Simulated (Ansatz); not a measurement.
# SiHCl3 (trichlorosilane) at 6 levels

Wanted: a comparison of 6 runs (UB3LYP/STO-3G, UPBE0/STO-3G, wB97M-V/STO-3G, MP2/STO-3G, UMP2/STO-3G, CCSD/STO-3G) of SiHCl3 (trichlorosilane). 

The calculation is run with Ansatz 0.2.0.

56 further runs of the same task are left out: 10 that didn't finish, 46 set aside as unsound or not needed.

## 1. The system as given

The species is SiHCl3 (5 atoms), meant as a singlet with charge 0. As SMILES, `Cl[SiH](Cl)Cl`. The Cl4–Si2 distance was set to 3.045 Å, away from the relaxed value. At this shape a bond of the SMILES string is far longer than usual.

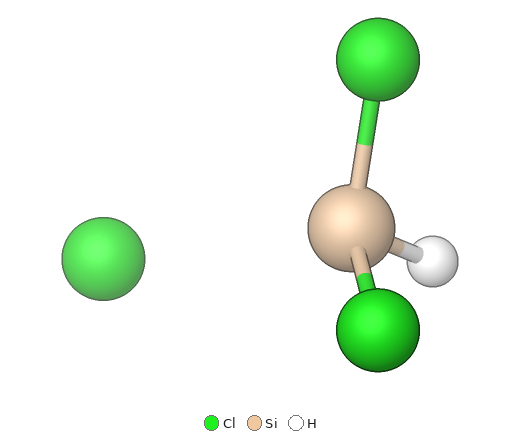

The structure, seen from a chosen angle (chlorine green, silicon light orange, hydrogen white).

## 2. A single-point energy at UB3LYP/STO-3G (run 1)

job.yaml

```yaml
crystal:
  periodic: [false, false, false]
  atoms:
    - {symbol: Cl, position_ang: [1.888288, 0.007479, 1.701687]}
    - {symbol: Si, position_ang: [0.116058, 0.566219, 0.885247]}
    - {symbol: Cl, position_ang: [0.215058, 2.512609, 0.318517]}
    - {symbol: Cl, position_ang: [-0.476020, -1.170520, -1.544190]}
    - {symbol: H, position_ang: [-0.953952, 0.399849, 1.877957]}
basis:
  gaussian: {orbitals: STO-3G}
magnetization: {spin_polarized: true, initial_magnetization: 0}
hamiltonian: {xc: {name: B3LYP}}
accuracy: high
```

Started as:

```console
$ ansatz run job.yaml --threads 1 --pin off --max-ram 3480MiB --events-out events.jsonl --progress --plain --runs-dir runs
```

The program printed:

```text
Warning: RAYON_NUM_THREADS=1 ignored (pool sized by the plan → 1); use --threads N
Functional definition: B3LYP
  name "B3LYP"
  parameter a0 = 0.2
  parameter ax = 0.72
  parameter ac = 0.81
  exchange = (1 - a0 - ax)*slater_x + ax*b88_x + a0*exact_x
  correlation = (1 - ac)*vwn_rpa_c + ac*lyp_c
682 factors; integrals over basis functions are off by at most 1.7e-8 eV
mean field evaluation 1: about -44954.0692 eV, gradient 2.3e1 eV
mean field evaluation 2: about -44796.4291 eV, gradient 1.2e2 eV
mean field evaluation 4: about -44961.7004 eV, gradient 2.4e0 eV
mean field evaluation 8: about -44961.7442 eV, gradient 9.8e-3 eV
mean field evaluation 16: about -44961.7204 eV, gradient 5.1e-6 eV
mean field evaluation 32: about -44960.2912 eV, gradient 7.6e0 eV
mean field -44961.72041535 eV, -1652.3127491156 hartree, gradient 1.8e-8 eV, S^2 0.000000; 3 other end points of the search recorded, 0 dependent functions left out
reference -44961.72044892 eV, -1652.3127503492 hartree; 33, 33 occupied and 4, 4 virtual orbitals, 682 factors
Total energy: -44961.72044892 eV, -1652.3127503492 hartree
```

Run time: 5.4 s. Hardware: 1 thread of Arm Neoverse V2, shared host; peak memory 0.23 GiB.

## 3. A single-point energy at UPBE0/STO-3G (run 2)

job.yaml: that of step 2 with these lines changed.

```diff
@@ -9,5 +9,8 @@
 basis:
-  gaussian: {orbitals: STO-3G}
-magnetization: {spin_polarized: true, initial_magnetization: 0}
-hamiltonian: {xc: {name: B3LYP}}
+  gaussian:
+    orbitals: STO-3G
 accuracy: high
+magnetization:
+  spin_polarized: true
+hamiltonian:
+  xc: pbe0
```

Started as:

```console
$ ansatz run job.yaml --threads 1 --pin off --max-ram 3480MiB --events-out events.jsonl --progress --plain --runs-dir runs
```

The program printed:

```text
Warning: RAYON_NUM_THREADS=1 ignored (pool sized by the plan → 1); use --threads N
Functional definition: PBE0
  name "PBE0"
  parameter a = 0.25
  parameter kappa = 0.804
  parameter beta = 0.06672455060314922
  exchange = (1 - a)*pbe_x(kappa = kappa, mu = beta*pi^2/3) + a*exact_x
  correlation = pbe_c(beta = beta)
682 factors; integrals over basis functions are off by at most 1.7e-8 eV
mean field evaluation 1: about -44940.7117 eV, gradient 2.2e1 eV
mean field evaluation 2: about -44881.9660 eV, gradient 8.7e1 eV
mean field evaluation 4: about -44947.9784 eV, gradient 2.1e0 eV
mean field evaluation 8: about -44947.9965 eV, gradient 9.9e-2 eV
mean field evaluation 16: about -44947.9967 eV, gradient 1.9e-6 eV
mean field evaluation 32: about -44948.0035 eV, gradient 1.3e-7 eV
mean field -44948.00351304 eV, -1651.8086622531 hartree, gradient 1.9e-8 eV, S^2 0.112709; 5 other end points of the search recorded, 0 dependent functions left out
reference -44948.00351457 eV, -1651.8086623095 hartree; 33, 33 occupied and 4, 4 virtual orbitals, 682 factors
Total energy: -44948.00351457 eV, -1651.8086623095 hartree
```

Run time: 9.3 s. Hardware: 1 thread of Arm Neoverse V2, shared host; peak memory 0.22 GiB.

Runs 3 to 4 aren't shown in full; the table further down has their settings and results.

## 4. The energy at UMP2/STO-3G (run 5)

input.yaml

```yaml
crystal:
  periodic: [false, false, false]
  atoms:
    - symbol: Cl
      position_ang: [1.888288, 0.007479, 1.701687]
    - symbol: Si
      position_ang: [0.116058, 0.566219, 0.885247]
    - symbol: Cl
      position_ang: [0.215058, 2.512609, 0.318517]
    - symbol: Cl
      position_ang: [-0.476020, -1.170520, -1.544190]
    - symbol: H
      position_ang: [-0.953952, 0.399849, 1.877957]
basis:
  gaussian:
    orbitals: STO-3G
magnetization:
  spin_polarized: true
  initial_magnetization: 0
correlation:
  method: mp2
  frozen_orbitals: {Cl: 5, H: 0, Si: 5}
accuracy: high
```

Started as:

```console
$ ansatz run input.yaml --threads 1 --pin off --max-ram 3480MiB --events-out events.jsonl --progress --plain --runs-dir runs
```

The program printed:

```text
Warning: RAYON_NUM_THREADS=1 ignored (pool sized by the plan → 1); use --threads N
Functional definition: HF
  name "HF"
  exchange = exact_x
  correlation = 0
682 factors; integrals over basis functions are off by at most 1.7e-8 eV
mean field evaluation 1: about -44891.3115 eV, gradient 1.8e1 eV
mean field evaluation 2: about -44891.3421 eV, gradient 1.8e1 eV
mean field evaluation 4: about -44896.7349 eV, gradient 9.7e-1 eV
mean field evaluation 8: about -44896.7453 eV, gradient 3.2e-2 eV
mean field evaluation 16: about -44896.7454 eV, gradient 5.9e-5 eV
mean field evaluation 32: about -44897.6731 eV, gradient 1.4e-4 eV
mean field evaluation 64: about -44897.6727 eV, gradient 1.7e-1 eV
mean field evaluation 96: about -44896.6850 eV, gradient 9.7e-1 eV
mean field -44897.67307850 eV, -1649.9590528989 hartree, gradient 2.6e-8 eV, S^2 0.771073; 13 other end points of the search recorded, 0 dependent functions left out
20 core orbitals not correlated: weight in the atoms' cores, before any rotation towards them, 1.000 or more for the frozen orbitals, at most 0.000 for the correlated occupied ones
reference -44897.67307850 eV, -1649.9590528989 hartree; 13, 13 occupied and 4, 4 virtual orbitals, 682 factors
second order -1.05098242 eV of doubles, -0.00000000 eV of singles
Total energy: -44898.72406091 eV, -1649.9976757904 hartree
```

It took 1.8 s on 1 thread of Arm Neoverse V2, shared host; peak memory 0.12 GiB.

## 5. The energy at CCSD/STO-3G (run 6)

in.yaml

```yaml
crystal:
  periodic: [false, false, false]
  atoms:
    - {symbol: Cl, position_ang: [1.888288, 0.007479, 1.701687]}
    - {symbol: Si, position_ang: [0.116058, 0.566219, 0.885247]}
    - {symbol: Cl, position_ang: [0.215058, 2.512609, 0.318517]}
    - {symbol: Cl, position_ang: [-0.476020, -1.170520, -1.544190]}
    - {symbol: H, position_ang: [-0.953952, 0.399849, 1.877957]}
basis:
  gaussian:
    orbitals: STO-3G
scf:
  omitted_lower_state_checks: [cluster_reference, increment]
correlation:
  method: ccsd
  frozen_orbitals: {Cl: 5, H: 0, Si: 5}
accuracy: high
```

Started as:

```console
$ ansatz run in.yaml --threads 1 --pin off --max-ram 3480MiB --events-out events.jsonl --progress --plain --runs-dir runs
```

The program printed:

```text
Warning: RAYON_NUM_THREADS=1 ignored (pool sized by the plan → 1); use --threads N
Functional definition: HF
  name "HF"
  exchange = exact_x
  correlation = 0
these checks for a lower state are left out or cut short: cluster_reference, increment
682 factors; integrals over basis functions are off by at most 1.7e-8 eV
mean field evaluation 1: about -44891.3115 eV, gradient 2.6e1 eV
mean field evaluation 2: about -44891.3421 eV, gradient 2.6e1 eV
mean field evaluation 4: about -44896.7349 eV, gradient 1.4e0 eV
mean field evaluation 8: about -44896.7453 eV, gradient 4.5e-2 eV
mean field -44896.74535577 eV, -1649.9249597174 hartree, gradient 8.8e-8 eV, S^2 0.000000; 0 other end points of the search recorded, 0 dependent functions left out; unrestricted orbitals would lower it
20 core orbitals not correlated: weight in the atoms' cores, before any rotation towards them, 1.000 or more for the frozen orbitals, at most 0.000 for the correlated occupied ones
reference -44896.74535577 eV, -1649.9249597174 hartree; 13, 13 occupied and 4, 4 virtual orbitals, 682 factors
second order -1.95009734 eV of doubles, -0.00000000 eV of singles
cycle   1  -2.29231740 eV  change   -4.4e-1 eV  update   1.2e-1
cycle   2  -2.70144406 eV  change   -4.1e-1 eV  update   6.5e-2
cycle   3  -2.79394103 eV  change   -9.2e-2 eV  update   2.6e-2
cycle   4  -2.78788587 eV  change    6.1e-3 eV  update   8.0e-3
cycle   5  -2.79195529 eV  change   -4.1e-3 eV  update   2.5e-3
cycle   6  -2.79207633 eV  change   -1.2e-4 eV  update   6.3e-4
cycle   7  -2.79143816 eV  change    6.4e-4 eV  update   2.7e-4
cycle   8  -2.79160020 eV  change   -1.6e-4 eV  update   1.1e-4
cycle   9  -2.79170813 eV  change   -1.1e-4 eV  update   6.6e-5
cycle  10  -2.79169115 eV  change    1.7e-5 eV  update   5.3e-5
cycle  11  -2.79168468 eV  change    6.5e-6 eV  update   3.7e-5
cycle  12  -2.79167602 eV  change    8.7e-6 eV  update   1.6e-5
cycle  13  -2.79169241 eV  change   -1.6e-5 eV  update   5.3e-6
cycle  14  -2.79169265 eV  change   -2.4e-7 eV  update   1.1e-6
cycle  15  -2.79169208 eV  change    5.7e-7 eV  update   4.2e-7
cycle  16  -2.79169228 eV  change   -2.0e-7 eV  update   1.4e-7
cycle  17  -2.79169208 eV  change    1.9e-7 eV  update   7.2e-8
cycle  18  -2.79169205 eV  change    2.9e-8 eV  update   3.3e-8
cycle  19  -2.79169272 eV  change   -6.7e-7 eV  update   4.7e-7
cycle  20  -2.79169298 eV  change   -2.6e-7 eV  update   2.2e-7
cycle  21  -2.79169333 eV  change   -3.4e-7 eV  update   9.9e-8
cycle  22  -2.79169340 eV  change   -7.6e-8 eV  update   3.0e-8
cycle  23  -2.79169340 eV  change    2.6e-9 eV  update   1.5e-8
cycle  24  -2.79169339 eV  change    1.1e-8 eV  update   9.7e-9
cycle  25  -2.79169338 eV  change    6.9e-9 eV  update   7.0e-9
cycle  26  -2.79169339 eV  change   -4.0e-9 eV  update   5.2e-9
cycle  27  -2.79169339 eV  change   -3.9e-9 eV  update   2.5e-9
cycle  28  -2.79169339 eV  change   5.6e-10 eV  update   1.0e-9
WARN: these amplitudes may be one of several solutions (largest doubles amplitude 0.36, level shift 0.81 eV)
Total energy: -44899.53704915 eV, -1650.0275525571 hartree
Checks for a lower state left out: cluster_reference, increment
```

It took 0.48 s on 1 thread of Arm Neoverse V2, shared host.

## 6. Overview of the runs

```csv
run,level,frozen core orbitals,energy (Eh),wall time
1,UB3LYP/STO-3G,–,-1652.312750,5.4 s
2,UPBE0/STO-3G,–,-1651.808662,9.3 s
3,wB97M-V/STO-3G,–,-1652.489194,37 s
4,MP2/STO-3G,20,-1649.996624,0.4 s
5,UMP2/STO-3G,20,-1649.997676,1.8 s
6,CCSD/STO-3G,20,-1650.027553,0.48 s
```

## 7. What came out

```
                                           quantity           value
                                run 6: total energy  -1650.02755 Eh
run 6: correlation energy (20 core orbitals frozen)      -102.6 mEh
                               run 6: T1 diagnostic           0.026
```

In words: Totals of different functionals can't be ranked against each other. In runs 4, 6 the log says that unrestricted orbitals would lower the reference, so the values rest on an unstable closed-shell determinant (other closed-shell runs at this shape may share the fault). In runs 1, 2, 3, 4, 5, 6 the basis is minimal, so the values are rough. Spin contamination of the reference: run 5 ⟨S²⟩ = 0.77, run 2 ⟨S²⟩ = 0.11. Where it is this large, the reference is a mixture of spin states, and values that rest on it are in doubt. All runs together took 54 s, the longest 37 s.
